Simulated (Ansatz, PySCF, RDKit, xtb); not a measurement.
**SnSiNH7: a search for the lowest isomer, part 1 of 2**

Given the formula SnSiNH7 and nothing else, which arrangement of the atoms is the most stable in the gas at 298.15 K, and what are its properties?

The funnel: GFN2-xTB relaxations, single points with a density functional, relaxations at B3LYP-D3(BJ)/def2-SVP, harmonic vibrations, and a last energy at a higher level. All values are calculated.

6 further runs of the same task are left out: 6 set aside as unsound or not needed.

## Step 1: Drawing up candidates

All bonding patterns within simple valence rules are listed by program: one Lewis structure each, at most two rings and one unusual centre or charged pair. O–O, O–halogen and N–halogen bonds and N–N–N chains are not drawn. That gives 7 candidates.

```csv
label,SMILES,spin
c047,[SiH3][NH][SnH3],singlet
c324,[NH2][SnH2][SiH3],singlet
c508,[NH3+][SiH-][SnH3],singlet
c547,[NH3+][SnH-][SiH3],singlet
c580,N[SiH2][SnH3],singlet
c699,[SiH2-][NH2+][SnH3],singlet
c878,[SiH3][NH2+][SnH2-],singlet
```

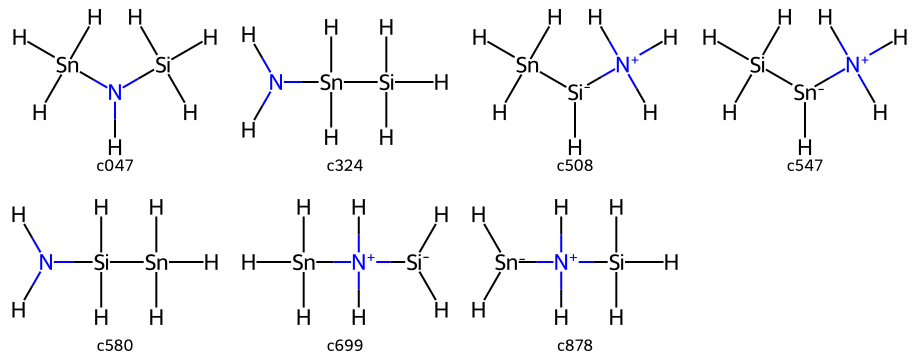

Structural formulas of the candidates.

Candidates are built by distance geometry, with a force field where one applies, in up to four conformers (letters a to d). 15 starts with atoms placed at random are added, to find patterns that the rules miss.

## Step 2: Cheap relaxation of all starts

All 22 starts are relaxed the same way. One of them, c465 (atoms placed at random), in full:

start.xyz

```xyz
10
c465
N     -0.239710    -0.363700    -1.109500
Si     0.340630     0.645850     0.842420
Sn    -1.826540    -0.891550     0.010090
H     -0.239550    -2.292610     0.262310
H      0.560890    -0.680210     0.998140
H      1.442510     0.659820     1.433200
H     -0.248040     0.392760     1.891410
H      0.766660     0.633820     2.345090
H      0.754600     1.222330    -0.345580
H      1.875740     0.894920    -0.404410
```

Started as:

```console
$ xtb start.xyz --gfn 2 --opt
```

Output (excerpt; [...] marks lines left out):

```text
* xtb version 6.7.1
[...]
          :  # basis functions                  31          :
[...]
          :  # electrons                        20          :
[...]
          :  Hamiltonian                  GFN2-xTB          :
[...]
          :  net charge                          0          :
          :  unpaired electrons                  0          :
[...]
   *** convergence criteria satisfied after 33 iterations ***
[...]
   *** GEOMETRY OPTIMIZATION CONVERGED AFTER 85 ITERATIONS ***
[...]
   *** convergence criteria satisfied after 3 iterations ***
[...]
         ::                     SUMMARY                     ::
         :::::::::::::::::::::::::::::::::::::::::::::::::::::
         :: total energy             -10.272993476101 Eh    ::
         :: gradient norm              0.000814424539 Eh/a0 ::
         :: HOMO-LUMO gap              3.178179941255 eV    ::
         ::.................................................::
         :: SCC energy               -10.392235251127 Eh    ::
         :: -> isotropic ES            0.022425211730 Eh    ::
         :: -> anisotropic ES          0.027724926332 Eh    ::
         :: -> anisotropic XC          0.001724253747 Eh    ::
         :: -> dispersion             -0.006098273558 Eh    ::
         :: repulsion energy           0.119241775027 Eh    ::
         :: add. restraining           0.000000000000 Eh    ::
         :: total charge              -0.000000000000 e     ::
         :::::::::::::::::::::::::::::::::::::::::::::::::::::
[...]
        10        2.0000           -0.3410555              -9.2806 (HOMO)
        11                         -0.2242596              -6.1024 (LUMO)
[...]
     #   Z          covCN         q      C6AA      α(0)
     1   7 N        1.645    -0.401    31.064     8.220
     2  14 Si       2.684     0.416   178.747    29.362
     3  50 Sn       1.641     0.282   455.006    45.880
     4   1 H        0.791    -0.196    10.729     5.150
     5   1 H        0.919    -0.089     5.187     3.562
     6   1 H        0.805    -0.005     3.196     2.808
     7   1 H        0.919    -0.088     5.155     3.551
     8   1 H        0.805     0.003     3.060     2.748
     9   1 H        0.692     0.057     2.398     2.465
    10   1 H        0.691     0.020     2.944     2.732
[...]
     #   Z sym  total        # sym  WBO       # sym  WBO       # sym  WBO
 ---------------------------------------------------------------------------
     1   7 N    3.361 --     2 Si   2.075     3 Sn   1.185
     2  14 Si   4.000 --     1 N    2.075     5 H    0.889     7 H    0.889
                             3 Sn   0.129
     3  50 Sn   2.437 --     1 N    1.185     4 H    0.925     2 Si   0.129
     4   1 H    0.953 --     3 Sn   0.925
     5   1 H    0.992 --     2 Si   0.889
     6   1 H    1.000 --     8 H    0.997
     7   1 H    0.992 --     2 Si   0.889
     8   1 H    1.000 --     6 H    0.997
     9   1 H    0.997 --    10 H    0.898
    10   1 H    0.991 --     9 H    0.898
 ---------------------------------------------------------------------------
[...]
molecular dipole:
                 x           y           z       tot (Debye)
 q only:        0.557       0.796      -0.315
   full:        0.885       0.877       0.158       3.191
molecular quadrupole (traceless):
[...]
          | TOTAL ENERGY              -10.272993476101 Eh   |
          | GRADIENT NORM               0.000814424539 Eh/α |
          | HOMO-LUMO GAP               3.178179941255 eV   |
           -------------------------------------------------
[...]
```

Run time: 0.59 s. Hardware: 2 threads of Intel Xeon Platinum 8375C at 2.90GHz (Ice Lake), shared host.

## Step 3: What the search left

22 of the 22 relaxations converged; 3 ended on a minimum already found. 19 distinct structures remain:

```csv
label,start,SMILES after,spin,energy (kcal/mol),note
c040,random,[NH2][SiH3].[SnH2] ‡,singlet,0.0,loosely bound
c632,random and drawn,[SiH3][NH2][SnH2] ‡,singlet,1.5,
c443,random,[NH2][SiH3].[SnH2] ‡,singlet,7.2,fell apart
c699a,drawn,[NH2][SiH3].[SnH2] ‡,singlet,7.6,fell apart
c687,random,[H][H].[SiH3][NH][SnH] ‡,singlet,16.6,fell apart
c547a,drawn and random,[NH3][SnH][SiH3] ‡,singlet,20.0,
c675,random,[NH3][SnH][SiH3] ‡,singlet,20.2,
c580a,drawn,N[SiH2][SnH3],singlet,20.4,
c047a,drawn,[SiH3][NH][SnH3],singlet,29.0,
c879,random,[H][H].[NH2][SiH][SnH2] ‡,singlet,30.7,fell apart
c931,random,[H][H].[SiH2][NH][SnH2] ‡,singlet,32.3,fell apart
c045,random,[H][H].[NH2][Sn][SiH3] ‡,singlet,37.1,fell apart
c324a,drawn,[NH2][SnH2][SiH3],singlet,39.7,
c864,random,[H].[NH3].[SiH2][SnH] ‡,singlet,42.4,loosely bound
c465,random,[H][H].[H][H].[SiH2][N][SnH] ‡,singlet,49.9,fell apart
c380,random,[H][H].[H][H].[NH][Si][SnH2] ‡,singlet,54.7,fell apart
c508a,drawn,[H].[NH3][SiH][SnH2] ‡,singlet,58.7,loosely bound
c739,random,[NH3][SnH2].[SiH2] ‡,singlet,66.2,fell apart
c496,random,[H][H].[SiH][NH][SnH3] ‡,singlet,83.5,fell apart
```

‡ marks the bonded skeleton alone, with all bonds drawn single: no Lewis structure was assigned that passes a check against the bond lengths.

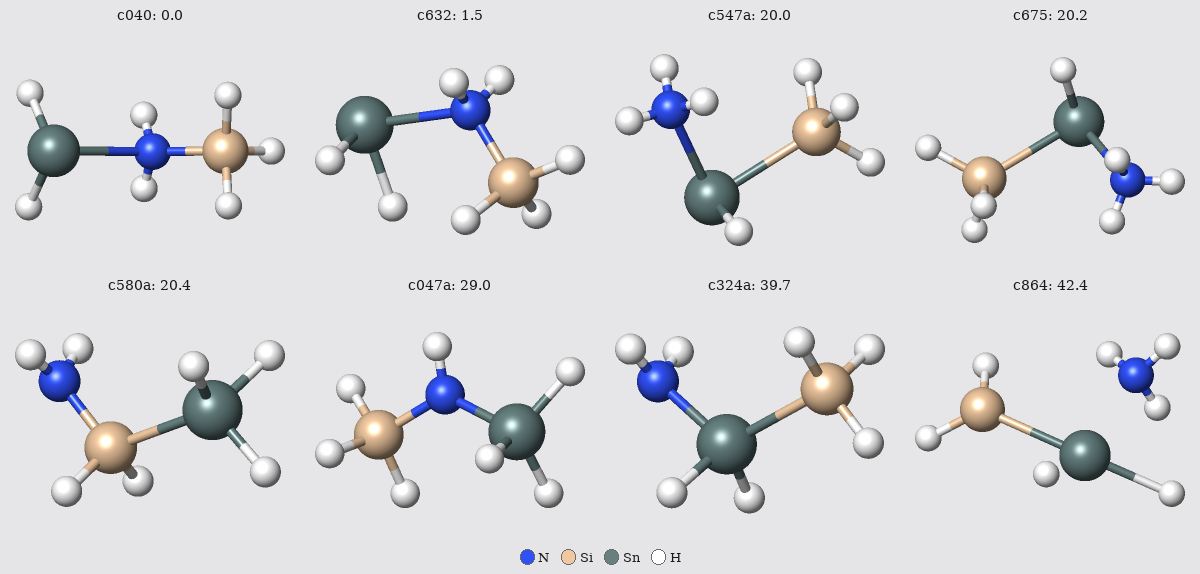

The 8 lowest minima that did not fall apart, with their GFN2-xTB energies in kcal/mol.

## Step 4: Single points on the low minima

A choice of the minima (the low ones first, few conformers of a pattern, up to a cap) and the lowest that fell apart get a single point at r2SCAN-D4/def2-SVP on the tight-binding geometry, and one at HF/STO-3G for comparison. The lowest singlets are also tried as triplets at the same geometry (label ending in t). The first, c040:

input.yaml

```yaml
crystal:
  periodic: [false, false, false]
  atoms:
    - {symbol: "N", position_ang: [-0.054523, 0.140333, 0.006613]}
    - {symbol: Si, position_ang: [0.098693, 0.248755, -1.740469]}
    - {symbol: Sn, position_ang: [1.683438, -0.897038, 1.558355]}
    - {symbol: H, position_ang: [0.258399, -1.634683, 2.396664]}
    - {symbol: H, position_ang: [-1.077914, 0.911587, -2.304515]}
    - {symbol: H, position_ang: [-0.855014, -0.394628, 0.313483]}
    - {symbol: H, position_ang: [1.419625, 0.576407, 2.577010]}
    - {symbol: H, position_ang: [1.307844, 1.029241, -1.967253]}
    - {symbol: H, position_ang: [-0.122174, 1.038256, 0.465420]}
    - {symbol: H, position_ang: [0.206055, -1.130270, -2.199467]}
basis:
  gaussian:
    orbitals: def2-SVP
hamiltonian:
  xc: {name: r2SCAN}
  dispersion: d4
scf:
  lower_state_search: off
output:
  orbitals: {seedname: orbitals}
```

Started as:

```console
$ ansatz run input.yaml --threads 2 --pin off --max-ram 4350MiB --events-out events.jsonl --progress --plain --runs-dir runs
```

Output (excerpt; [...] marks lines left out):

```text
Warning: RAYON_NUM_THREADS=2 ignored (pool sized by the plan → 2); use --threads N
Functional definition: r2SCAN
  name "r2SCAN"
[...]
1065 factors; their error is unknown
[...]
mean field -15309.63579097 eV, -562.6187380744 hartree, gradient 3.0e-6 eV, S^2 0.000000; 0 other end points of the search recorded, 0 dependent functions left out
reference -15309.63580290 eV, -562.6187385125 hartree; 25, 25 occupied and 68, 68 virtual orbitals, 1065 factors
Total energy: -15309.68684048 eV, -562.6206141091 hartree
Checks for a lower state left out: stability, starts, cluster_reference, orbital_swaps, neighbouring_geometries, increment
```

It took 1.5 s on 2 threads of Intel Xeon Platinum 8375C at 2.90GHz (Ice Lake), shared host.

Relative energies in kcal/mol, each column from its lowest structure that stays in one piece:

```csv
label,SMILES,spin,GFN2-xTB,HF/STO-3G,r2SCAN-D4/def2-SVP
c547a,[NH3][SnH][SiH3] ‡,singlet,20.0,43.3,0.0
c675,[NH3][SnH][SiH3] ‡,singlet,20.2,43.9,0.3
c632,[SiH3][NH2][SnH2] ‡,singlet,1.5,46.4,3.2
c580a,N[SiH2][SnH3],singlet,20.4,3.2,3.2
c040,[NH2][SiH3].[SnH2] ‡,singlet,0.0,49.8,4.1
c047a,[SiH3][NH][SnH3],singlet,29.0,0.0,10.4
c443,[NH2][SiH3].[SnH2] ‡,singlet,7.2,77.9,16.6
c547at,[NH3][SnH][SiH3] ‡,triplet,–,–,60.8
c632t,[SiH3][NH2][SnH2] ‡,triplet,–,–,66.9
```

‡ marks the bonded skeleton alone, with all bonds drawn single: no Lewis structure was assigned that passes a check against the bond lengths.

## Step 5: Relaxing the best candidates

6 candidates are relaxed at B3LYP-D3(BJ)/def2-SVP (chosen among the lowest in one piece). The first, c547a:

input.yaml

```yaml
crystal:
  periodic: [false, false, false]
  atoms:
    - {symbol: "N", position_ang: [-2.065315, 0.946153, 0.982791]}
    - {symbol: Si, position_ang: [1.323515, 1.266494, 1.617334]}
    - {symbol: Sn, position_ang: [-0.218594, 1.832320, -0.384904]}
    - {symbol: H, position_ang: [-2.274288, 1.512314, 1.794676]}
    - {symbol: H, position_ang: [-2.916915, 0.816864, 0.452567]}
    - {symbol: H, position_ang: [-1.760789, 0.038170, 1.307338]}
    - {symbol: H, position_ang: [-0.060965, 0.149789, -0.995424]}
    - {symbol: H, position_ang: [2.765264, 1.451201, 1.420894]}
    - {symbol: H, position_ang: [1.040410, 2.109421, 2.798060]}
    - {symbol: H, position_ang: [1.220622, -0.082505, 2.196978]}
basis:
  gaussian: {orbitals: def2-SVP}
hamiltonian: {xc: {name: B3LYP}, dispersion: d3bj}
scf: {lower_state_search: off}
relax: {f_tol: 0.003}
```

Started as:

```console
$ ansatz run input.yaml --threads 2 --pin off --max-ram 4350MiB --events-out events.jsonl --progress --plain --runs-dir runs
```

Output (excerpt; [...] marks lines left out):

```text
Warning: RAYON_NUM_THREADS=2 ignored (pool sized by the plan → 2); use --threads N
[...]
Functional definition: B3LYP
  name "B3LYP"
[...]
1090 factors; integrals over basis functions are off by at most 4.1e-4 eV
[...]
mean field -15312.08141436 eV, -562.7086130761 hartree, gradient 7.1e-6 eV, S^2 0.000000; 0 other end points of the search recorded, 0 dependent functions left out
[...]
reference -15312.08168273 eV, -562.7086229384 hartree; 25, 25 occupied and 68, 68 virtual orbitals, 1090 factors
relax step   1: F+E_penalty+E_count = -15312.48191019 eV  Δ(F+E_penalty+E_count) = +0.000e0 eV  max|allowed force component| = 6.554e-1 eV/Å  Δτ_max = 0.0000 Å  (14 SCF iters, accepted)
[...]
relax step   6: F+E_penalty+E_count = -15312.58105367 eV  Δ(F+E_penalty+E_count) = -6.489e-4 eV  max|allowed force component| = 4.392e-2 eV/Å  Δτ_max = 0.0364 Å  (19 SCF iters, accepted)
[...]
Atom 1 at     1.305116     1.328260     1.686811 Å, force     0.000268     0.000535    -0.000380 eV/Å
Atom 2 at    -0.332150     2.061970    -0.318563 Å, force     0.000196    -0.000399     0.000335 eV/Å
Atom 3 at    -2.474773     1.417051     1.681883 Å, force     0.000799     0.000514    -0.000134 eV/Å
Atom 4 at    -2.745141     0.454346     0.368814 Å, force     0.000991    -0.001243    -0.000172 eV/Å
Atom 5 at    -1.556765     0.064514     1.451029 Å, force    -0.000439    -0.000529    -0.000853 eV/Å
Atom 6 at    -0.028228     0.454799    -1.061224 Å, force    -0.000109     0.000143     0.000116 eV/Å
Atom 7 at     2.697061     0.976309     1.255543 Å, force    -0.000317     0.000102     0.000296 eV/Å
Atom 8 at     1.450184     2.343630     2.783473 Å, force    -0.000077    -0.000501    -0.000206 eV/Å
Atom 9 at     0.755443     0.097794     2.370101 Å, force    -0.000015     0.000044    -0.000122 eV/Å
Dipole moment:    -0.945482    -0.253176     0.238515 e Å
Checks for a lower state left out: stability, starts, cluster_reference, orbital_swaps, neighbouring_geometries, increment
```

It took 69 s on 2 threads of Intel Xeon Platinum 8375C at 2.90GHz (Ice Lake), shared host.

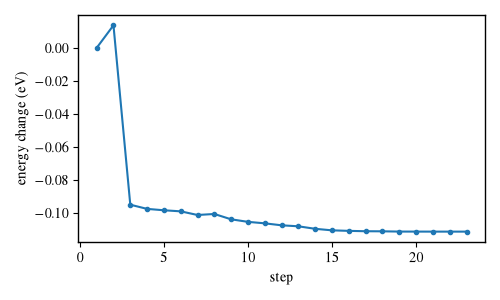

Energy along the run, all evaluated steps.

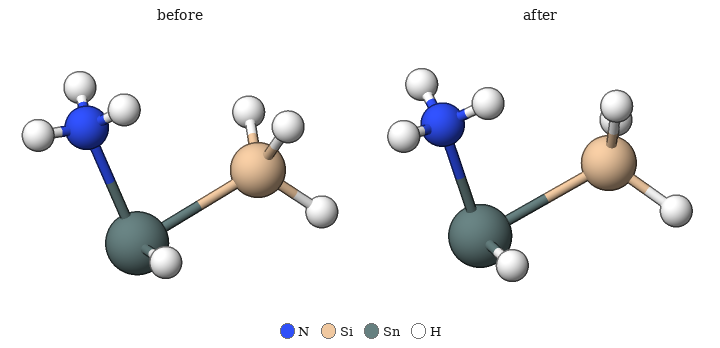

Before and after, at one scale.

After the run. Bond lengths: N1–Sn3 2.449 Å, Si2–Sn3 2.691 Å, N1–H4 1.021 Å, N1–H5 1.021 Å, N1–H6 1.022 Å, Sn3–H7 1.796 Å, Si2–H8 1.499 Å, Si2–H9 1.502 Å, Si2–H10 1.511 Å. Some angles: N1–Sn3–Si2 83.7°, N1–Sn3–H7 83.6°, Si2–Sn3–H7 87.8°, Sn3–N1–H4 113.2°, Sn3–N1–H5 111.6°, Sn3–N1–H6 108.4°, Sn3–Si2–H8 114.5°, Sn3–Si2–H9 114.8°, Sn3–Si2–H10 109.7°, H4–N1–H5 107.8°.

## Step 6: The relaxed candidates

| label | spin | r2SCAN-D4/def2-SVP (kcal/mol) | B3LYP-D3(BJ)/def2-SVP, relaxed (kcal/mol) | time | note |
| --- | --- | --- | --- | --- | --- |
| c675 | singlet | 0.3 | 0.0 | 68 s | same minimum as c547a |
| c547a | singlet | 0.0 | 0.0 | 69 s |  |
| c632 | singlet | 3.2 | 1.5 | 54 s |  |
| c040 | singlet | 4.1 | 2.4 | 22 s | rearranged to [SiH3][NH2][SnH2] ‡ |
| c580a | singlet | 3.2 | 5.0 | 24 s |  |
| c047a | singlet | 10.4 | 10.7 | 38 s |  |

‡ marks the bonded skeleton alone, with all bonds drawn single: no Lewis structure was assigned that passes a check against the bond lengths.

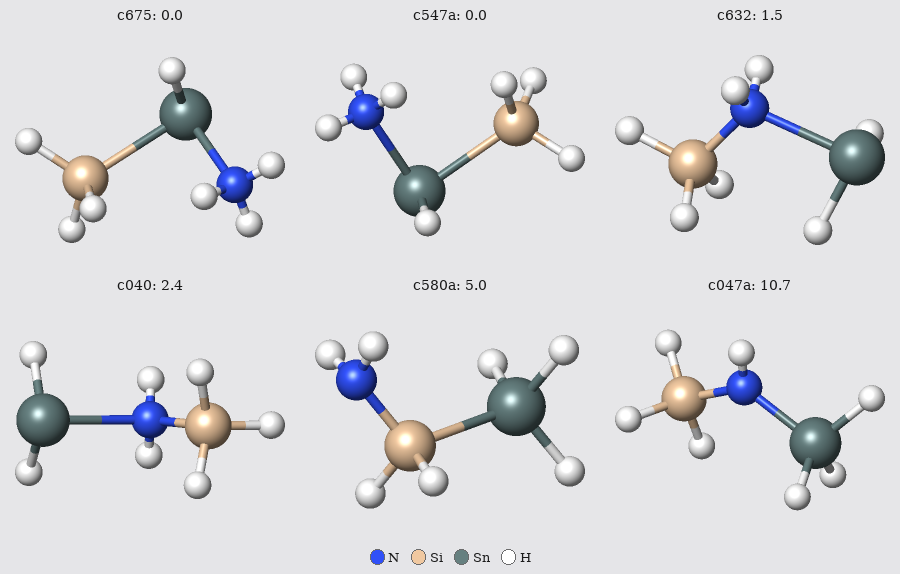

The relaxed structures, with energies at B3LYP-D3(BJ)/def2-SVP in kcal/mol.

## Step 7: Are they minima? Harmonic frequencies

The lowest few in one piece go on as finalists (c047a drops out). Harmonic vibrations at B3LYP-D3(BJ)/def2-SVP test each finalist and give the zero-point energy and the thermal terms. The first, c547a:

input.yaml

```yaml
crystal:
  periodic: [false, false, false]
  atoms:
    - {symbol: N, position_ang: [-2.017803, 0.841548, 0.972442]}
    - {symbol: Si, position_ang: [1.305116, 1.328260, 1.686811]}
    - {symbol: Sn, position_ang: [-0.332150, 2.061970, -0.318563]}
    - {symbol: H, position_ang: [-2.474773, 1.417051, 1.681883]}
    - {symbol: H, position_ang: [-2.745141, 0.454346, 0.368814]}
    - {symbol: H, position_ang: [-1.556765, 0.064514, 1.451029]}
    - {symbol: H, position_ang: [-0.028228, 0.454799, -1.061224]}
    - {symbol: H, position_ang: [2.697061, 0.976309, 1.255543]}
    - {symbol: H, position_ang: [1.450184, 2.343630, 2.783473]}
    - {symbol: H, position_ang: [0.755443, 0.097794, 2.370101]}
basis:
  gaussian: {orbitals: def2-SVP}
hamiltonian: {xc: {name: B3LYP}, dispersion: d3bj}
scf: {lower_state_search: off}
phonons: {}
```

Started as:

```console
$ ansatz run input.yaml --threads 2 --pin off --max-ram 4350MiB --events-out events.jsonl --progress --plain --runs-dir runs
```

Output (excerpt; [...] marks lines left out):

```text
Warning: RAYON_NUM_THREADS=2 ignored (pool sized by the plan → 2); use --threads N
[... 2 set-up lines as earlier in the session ...]
[...]
1093 factors; integrals over basis functions are off by at most 2.9e-4 eV
[...]
mean field -15312.19098178 eV, -562.7126396047 hartree, gradient 6.2e-6 eV, S^2 0.000000; 0 other end points of the search recorded, 0 dependent functions left out
[...]
reference -15312.19125060 eV, -562.7126494836 hartree; 25, 25 occupied and 68, 68 virtual orbitals, 1093 factors
[...]
1093 factors; integrals over basis functions are off by at most 2.9e-4 eV
mean field -15312.19082162 eV, -562.7126337189 hartree, gradient 1.6e-6 eV, S^2 0.000000; 0 other end points of the search recorded, 0 dependent functions left out
[...]
reference -15312.19109052 eV, -562.7126436008 hartree; 25, 25 occupied and 68, 68 virtual orbitals, 1093 factors
[...]
Atom 3 at    -2.474773     1.417051     1.681883 Å, force     0.000780     0.000532    -0.000183 eV/Å
Atom 4 at    -2.745141     0.454346     0.368814 Å, force     0.000965    -0.001219    -0.000189 eV/Å
Atom 5 at    -1.556765     0.064514     1.451029 Å, force    -0.000221    -0.000469    -0.000902 eV/Å
Atom 6 at    -0.028228     0.454799    -1.061224 Å, force    -0.000153     0.000190     0.000129 eV/Å
Atom 7 at     2.697061     0.976309     1.255543 Å, force    -0.000318     0.000080     0.000311 eV/Å
Atom 8 at     1.450184     2.343630     2.783473 Å, force    -0.000130    -0.000507    -0.000144 eV/Å
Atom 9 at     0.755443     0.097794     2.370101 Å, force     0.000009    -0.000017    -0.000087 eV/Å
Dipole moment:    -0.945487    -0.253179     0.238515 e Å
Vibrations: 70.33 111.07 114.79 261.02 284.73 343.96 400.28 417.18 543.72 577.88 647.94 877.55 942.47 959.23 1152.18 1620.54 1628.58 1648.57 2108.37 2166.34 2180.45 3461.48 3582.16 3591.47 cm⁻¹, zero-point energy 1.840688 eV
Checks for a lower state left out: stability, starts, cluster_reference, orbital_swaps, neighbouring_geometries, increment
```

It took 2.5 min on 2 threads of Intel Xeon Platinum 8375C at 2.90GHz (Ice Lake), shared host.

## Step 8: Thermal terms of the finalists

At 298.15 K and 1 atm, ideal gas, rigid rotor and harmonic oscillator:

```csv
label,SMILES,spin,point group,lowest mode (cm⁻¹),zero-point (kcal/mol),G − E (kcal/mol)
c547a,[NH3][SnH][SiH3] ‡,singlet,C1,70,42.4,21.5
c632,[SiH3][NH2][SnH2] ‡,singlet,C1,66,40.7,20.4
c040,[SiH3][NH2][SnH2] ‡,singlet,C1,15i,40.3,20.7
c580a,N[SiH2][SnH3],singlet,Cs,71,39.2,19.1
```

Chiral structures get −RT ln 2 for their mirror image.

‡ marks the bonded skeleton alone, with all bonds drawn single: no Lewis structure was assigned that passes a check against the bond lengths.

c040 keeps an imaginary mode, a small one that points to a nearly free motion; the harmonic terms are rough for it.

## Step 9: Last filter: a higher level

Each finalist gets a single point at CCSD(T)/def2-TZVP.

c547a, CCSD(T)/def2-TZVP:

input.yaml: that of step 7 with these lines changed.

```diff
@@ -3,3 +3,3 @@
   atoms:
-    - {symbol: N, position_ang: [-2.017803, 0.841548, 0.972442]}
+    - {symbol: "N", position_ang: [-2.017803, 0.841548, 0.972442]}
     - {symbol: Si, position_ang: [1.305116, 1.328260, 1.686811]}
@@ -14,5 +14,6 @@
 basis:
-  gaussian: {orbitals: def2-SVP}
-hamiltonian: {xc: {name: B3LYP}, dispersion: d3bj}
-scf: {lower_state_search: off}
-phonons: {}
+  gaussian:
+    orbitals: def2-TZVP
+correlation:
+  method: ccsd_t
+  frozen_orbitals: {Si: 5, "N": 1, Sn: 4, H: 0}
```

Started as:

```console
$ ansatz run input.yaml --threads 2 --pin off --max-ram 4350MiB --events-out events.jsonl --progress --plain --runs-dir runs
```

Output (excerpt; [...] marks lines left out):

```text
Warning: RAYON_NUM_THREADS=2 ignored (pool sized by the plan → 2); use --threads N
Functional definition: HF
  name "HF"
[...]
1242 factors; integrals over basis functions are off by at most 1.0e-3 eV
[...]
mean field -15261.12168293 eV, -560.8358774878 hartree, gradient 9.2e-6 eV, S^2 0.000000; 0 other end points of the search recorded, 0 dependent functions left out
10 core orbitals not correlated: weight in the atoms' cores, before any rotation towards them, 1.000 or more for the frozen orbitals, at most 0.000 for the correlated occupied ones
reference -15261.12168293 eV, -560.8358774878 hartree; 15, 15 occupied and 135, 135 virtual orbitals, 1242 factors
second order -18.07299796 eV of doubles, -0.00000000 eV of singles
cycle   1  -18.50284138 eV  change   -4.3e-1 eV  update   1.1e-1
[...]
cycle  10  -19.12415613 eV  change    2.7e-5 eV  update   2.1e-5
perturbative correction -0.60282694 eV, -0.0221534816 hartree
Total energy: -15280.84866601 eV, -561.5608307445 hartree
```

Run time: 48 s. Hardware: 2 threads of Intel Xeon Platinum 8375C at 2.90GHz (Ice Lake), shared host; peak memory 1.4 GiB.

(Continued in part 2 of 2.)
